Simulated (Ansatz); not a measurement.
**C2H6O4W: density, localisation and related maps**

Input

```
crystal:
  periodic: [false, false, false]
  atoms:
    - {symbol: C, position_ang: [0.423635, -2.615532, 1.289088]}
    - {symbol: O, position_ang: [0.220908, -1.508938, 0.445545]}
    - {symbol: W, position_ang: [-0.024626, 0.334770, 0.513468]}
    - {symbol: O, position_ang: [-1.421289, 0.713719, 1.423612]}
    - {symbol: O, position_ang: [1.294915, 1.078872, 1.305693]}
    - {symbol: O, position_ang: [-0.188344, 0.989551, -1.221083]}
    - {symbol: C, position_ang: [-0.389701, 2.193373, -1.919300]}
    - {symbol: H, position_ang: [-0.426742, -2.739474, 1.964627]}
    - {symbol: H, position_ang: [1.337020, -2.485170, 1.875279]}
    - {symbol: H, position_ang: [0.520770, -3.508139, 0.668099]}
    - {symbol: H, position_ang: [-1.341469, 2.646536, -1.630064]}
    - {symbol: H, position_ang: [-0.408435, 1.972027, -2.988161]}
    - {symbol: H, position_ang: [0.423659, 2.893705, -1.712302]}
basis:
  gaussian: {orbitals: def2-TZVPP}
hamiltonian: {xc: pbe0, dispersion: d4}
output: {orbitals: {seedname: orbitals}}
```

Run with:

```sh
ansatz run in.yaml --threads 2 --pin off --events-out ev --progress --plain --max-ram 22528MiB --backend cuda --devices 0, --max-vram 18GiB
```

Geometry: PBE0-D4/def2-TZVP; core potentials replace the inner electrons of W.

Method: RKS PBE0-D4/def2-TZVPP (Ansatz).

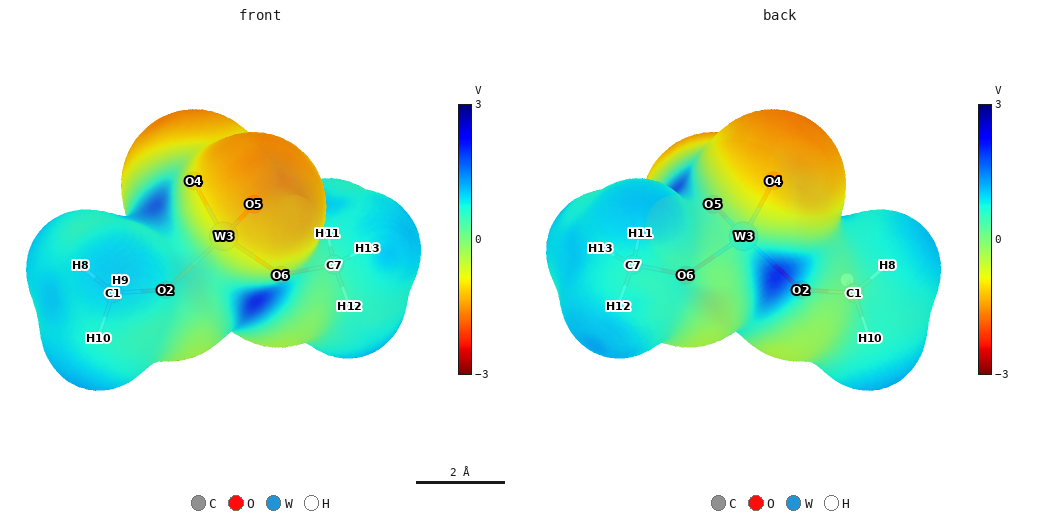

Figure 1. The electrostatic potential painted on the density surface at 0.002 e/bohr³, seen from the front and from behind; the colour scale runs from red (negative) to blue (positive).

Which sites attract a positive test charge, and which a negative one?

Answer. A positive charge is drawn to the negative regions and a negative charge to the positive ones. The most negative region (about −1.6 V) lies over O4 and O5, the most positive (about +1.9 V) over W3.

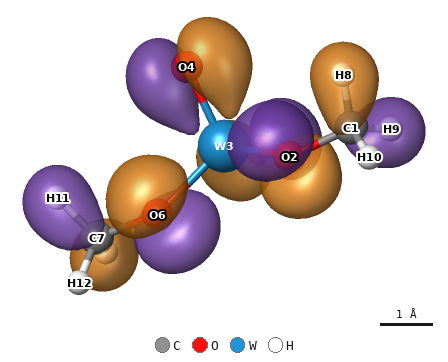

Figure 2. The HOMO−1 at ±0.08 Å⁻³ᐟ² (orange and purple are the two phases), seen at an oblique angle.

Describe this orbital and give its energy.

Answer. It lies mainly on O2 (about 20 %), O6 (about 20 %), O5 (about 15 %) and O4 (about 15 %); largely a combination of lone pairs on O2, O6, O5 and O4. Its energy is −8.82 eV.

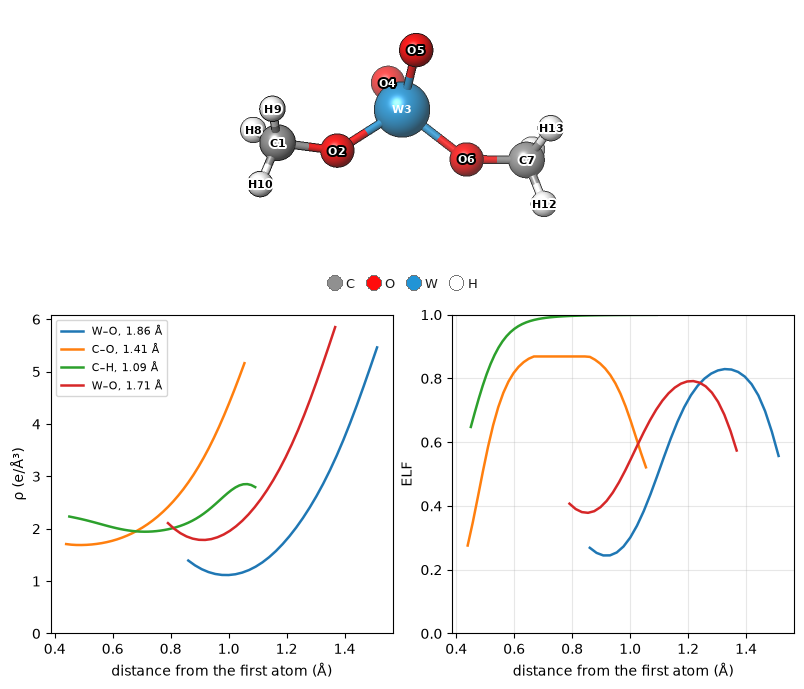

Figure 3. Electron density and ELF along straight lines between neighbouring atoms. The curves leave out the atomic cores. The structure is drawn too.

What can be read from the curves?

Answer. W–O (1.86 Å): ρ is about 1.2 e/Å³ halfway; the ELF peaks at about 0.85 in the valence shell of O, 0.5 Å from its nucleus, and drops to about 0.25 between the two atoms.
C–O (1.41 Å): ρ is about 2 e/Å³ halfway, with its minimum of 1.7 e/Å³ about 0.5 Å from C; the ELF peaks at about 0.85 between the atoms, as expected for a shared but strongly polarised pair.
C–H (1.09 Å): ρ at the midpoint is about 2.1 e/Å³; the ELF climbs to about 1 towards the hydrogen, as it does in any bond to H (a covalent bond by its length).
W–O (1.71 Å): the density is about 1.9 e/Å³ at the midpoint; the ELF peaks at about 0.80 in the valence shell of O, 0.5 Å from its nucleus, and drops to about 0.40 between the two atoms.

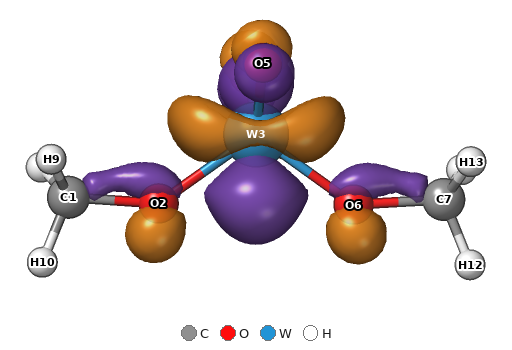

Figure 4. One frontier orbital at ±0.15 Å⁻³ᐟ² (orange and purple are the two phases), seen across its widest extent.

Which orbital is it: HOMO or LUMO?

Answer. The LUMO, at −1.26 eV. Its weight (Hirshfeld) is mainly on W3 (about 60 %), O2 (about 10 %), O6 (about 10 %), O4 (about 10 %) and O5 (about 10 %).
